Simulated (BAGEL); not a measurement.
# HF/def2-SVP (density fitting with cc-pvqz-jkfit) run of C2F3N (trifluoromethylisocyanide)

What is the vertical ionisation energy of C2F3N (trifluoromethylisocyanide) at HF/def2-SVP (density fitting with cc-pvqz-jkfit)? 

The calculation is run with BAGEL 1.2.2.

2 further runs of the same task are left out: 2 set aside as unsound or not needed. Runs told in other sessions of the task aren't counted.

## Step 1: The structure to begin with

C2F3N: 6 atoms, total charge 0, spin state singlet. As SMILES, `[C-]#[N+]C(F)(F)F`. The shape is that of a PBE0-D4/def2-TZVP optimisation.

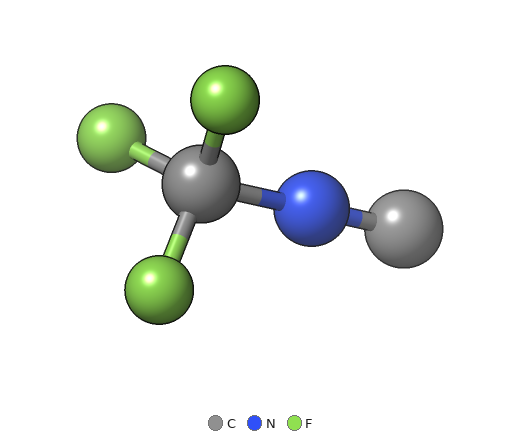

The structure, seen from a chosen angle (carbon grey, nitrogen blue, fluorine green).

## Step 2: The energy at HF/def2-SVP (density fitting with cc-pvqz-jkfit)

Input file hf.json:

```json
{ "bagel": [

{
  "title": "molecule",
  "basis": "svp",
  "df_basis": "cc-pvqz-jkfit",
  "angstrom": "true",
  "geometry": [
    { "atom": "C", "xyz": [       0.847870,      -1.738560,       0.906050 ] },
    { "atom": "N", "xyz": [       0.383970,      -0.786810,       0.410270 ] },
    { "atom": "C", "xyz": [      -0.172600,       0.353950,      -0.184440 ] },
    { "atom": "F", "xyz": [      -1.291150,       0.037040,      -0.816420 ] },
    { "atom": "F", "xyz": [       0.677790,       0.873500,      -1.054990 ] },
    { "atom": "F", "xyz": [      -0.445880,       1.260880,       0.739530 ] }
  ]
},

{ "title": "hf" },

{ "title": "print", "file": "orbitals.molden", "orbitals": "true" }

]}
```

The run is started by

```
$ BAGEL_NUM_THREADS=1 BAGEL hf.json > hf.out
```

The log of the run:

```text
* using 1 threads per process

  ===============================================================
  ===============================================================

  *** Geometry ***

  { "atom" : "C", "xyz" : [      1.602242,     -3.285402,      1.712186 ] },
  { "atom" : "N", "xyz" : [      0.725598,     -1.486855,      0.775298 ] },
  { "atom" : "C", "xyz" : [     -0.326167,      0.668869,     -0.348541 ] },
  { "atom" : "F", "xyz" : [     -2.439920,      0.069995,     -1.542810 ] },
  { "atom" : "F", "xyz" : [      1.280837,      1.650676,     -1.993642 ] },
  { "atom" : "F", "xyz" : [     -0.842591,      2.382718,      1.397509 ] },

  Number of auxiliary basis functions:      636

  Since a DF basis is specified, we compute 2- and 3-index integrals:
    o Being stored without compression. Storage requirement is 0.036 GB

  Number of basis functions:       84
  Number of electrons      :       46

    * METHOD: MOLECULE                             0.35

  *** RHF ***

  === Nuclear Repulsion ===
   237.7871806126

      * DIIS with orbital gradients will be used.

  === RHF iteration (svp) ===
      0       -427.86814574          0.02241567           0.10
      1       -428.04736220          0.01362754           0.09
      2       -428.12382322          0.00128100           0.10
      3       -428.12525218          0.00066986           0.09
      4       -428.12547440          0.00010584           0.10
      5       -428.12548744          0.00003818           0.10
      6       -428.12548865          0.00001229           0.10
      7       -428.12548879          0.00000212           0.10
      8       -428.12548879          0.00000077           0.10
      9       -428.12548879          0.00000033           0.10
     10       -428.12548880          0.00000014           0.10
     11       -428.12548880          0.00000004           0.10
     12       -428.12548880          0.00000001           0.10
     13       -428.12548880          0.00000000           0.10
    * SCF iteration converged.

    * Permanent dipole moment:
           (    0.076981,    -0.157986,     0.082245) a.u.

    * METHOD: HF                                   1.55

    * METHOD: PRINT                                0.01

  ===============================================================
```

Wall time 2 s (1 thread of Arm Neoverse V2, shared host); peak memory 0.14 GiB.

## Step 3: The doublet cation, same level

Input file input.json:

```json
{ "bagel" : [

{
  "title" : "molecule",
  "basis" : "svp",
  "df_basis" : "cc-pvqz-jkfit",
  "angstrom" : true,
  "geometry" : [
    { "atom" : "C", "xyz" : [       0.847870,      -1.738560,       0.906050 ] },
    { "atom" : "N", "xyz" : [       0.383970,      -0.786810,       0.410270 ] },
    { "atom" : "C", "xyz" : [      -0.172600,       0.353950,      -0.184440 ] },
    { "atom" : "F", "xyz" : [      -1.291150,       0.037040,      -0.816420 ] },
    { "atom" : "F", "xyz" : [       0.677790,       0.873500,      -1.054990 ] },
    { "atom" : "F", "xyz" : [      -0.445880,       1.260880,       0.739530 ] }
  ]
},

{ "title" : "uhf", "charge" : 1, "nopen" : 1 },

{ "title" : "print", "file" : "orbitals.molden", "orbitals" : true }

]}
```

The run is started by

```
$ BAGEL_NUM_THREADS=1 BAGEL input.json > input.out
```

The log of the run:

```text
* using 1 threads per process

  ===============================================================
  ===============================================================

  *** Geometry ***

  { "atom" : "C", "xyz" : [      1.602242,     -3.285402,      1.712186 ] },
  { "atom" : "N", "xyz" : [      0.725598,     -1.486855,      0.775298 ] },
  { "atom" : "C", "xyz" : [     -0.326167,      0.668869,     -0.348541 ] },
  { "atom" : "F", "xyz" : [     -2.439920,      0.069995,     -1.542810 ] },
  { "atom" : "F", "xyz" : [      1.280837,      1.650676,     -1.993642 ] },
  { "atom" : "F", "xyz" : [     -0.842591,      2.382718,      1.397509 ] },

  Number of auxiliary basis functions:      636

  Since a DF basis is specified, we compute 2- and 3-index integrals:
    o Being stored without compression. Storage requirement is 0.036 GB

  Number of basis functions:       84
  Number of electrons      :       46

    * METHOD: MOLECULE                             0.35

  *** Open-shell HF ***

  === Nuclear Repulsion ===
   237.7871806126

      * DIIS with orbital gradients will be used.

  === UHF iteration (svp) ===
      0       -427.34028550          0.04791544           0.20
      1       -427.57829798          0.02927871           0.19
      2       -427.65030752          0.01715712           0.20
      3       -427.68663880          0.00185754           0.20
      4       -427.69015152          0.00086160           0.20
      5       -427.69182579          0.00055865           0.19
      6       -427.69338031          0.00032052           0.19
      7       -427.69566282          0.00029435           0.18
      8       -427.69918408          0.00030005           0.19
      9       -427.70002562          0.00023309           0.19
     10       -427.70029115          0.00004944           0.18
     11       -427.70029122          0.00001698           0.20
     12       -427.70029028          0.00000946           0.20
     13       -427.70029131          0.00000370           0.20
     14       -427.70029208          0.00000080           0.20
     15       -427.70029209          0.00000016           0.20
     16       -427.70029209          0.00000009           0.20
     17       -427.70029209          0.00000002           0.20
     18       -427.70029209          0.00000001           0.20
    * SCF iteration converged.

    * S^2 (UHF) is 1.1322

    * Permanent dipole moment:
           (   -1.324322,     2.715201,    -1.415195) a.u.

    * METHOD: UHF                                  3.88

    * METHOD: PRINT                                0.01

  ===============================================================
```

Run time: 4.5 s. Hardware: 1 thread of Arm Neoverse V2, shared host; peak memory 0.14 GiB.

## Step 4: Outcome

At HF/def2-SVP (density fitting with cc-pvqz-jkfit):

| quantity | value |
| --- | --- |
| singlet C2F3N: total energy | -428.12549 Eh |
| singlet C2F3N: dipole moment | 0.49 D |
| singlet C2F3N: HOMO energy | -14.21 eV |
| singlet C2F3N: LUMO energy | 3.64 eV |
| singlet C2F3N: HOMO–LUMO gap | 17.85 eV |
| doublet cation: total energy | -427.70029 Eh |
| doublet cation: ⟨S²⟩ | 1.132 |
| vertical ionisation energy (to the doublet cation) | 11.570 eV |

In words: Removing an electron at fixed nuclei costs 11.57 eV (1116 kJ/mol). The negative HOMO energy of the first species, 14.21 eV, lies 2.64 eV above that difference. ⟨S²⟩ (doublet cation) is 1.13 where a pure doublet has 0.75: the reference is spin-contaminated.
